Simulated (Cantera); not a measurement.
Charge: 1 mol Si2Cl6, 8.7 mol H2, at 975 K.

Method: chemical equilibrium by Gibbs-energy minimisation in Cantera with the NASA 1993 tables (ideal gas, pure condensed phases). Candidate condensed phases: Si; 19 gas species. The feed counts by its element totals alone. The tables' values for SiCl3 are old estimates; treat these amounts as uncertain. Rates play no part.

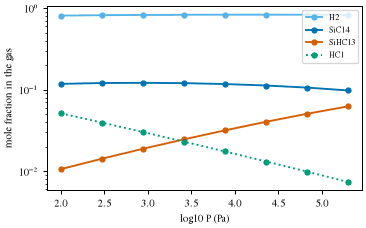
Fig. 1. Equilibrium gas composition (values under 1e-9 drawn at 1e-9)

From 1.00 mbar to 2.00 bar the condensed part is Si(s). The main Si-bearing gas is SiCl4 throughout. The share of Si in condensed phases is highest at 1.00 mbar (28.3 %) and lowest at 2.00 bar (16.9 %).
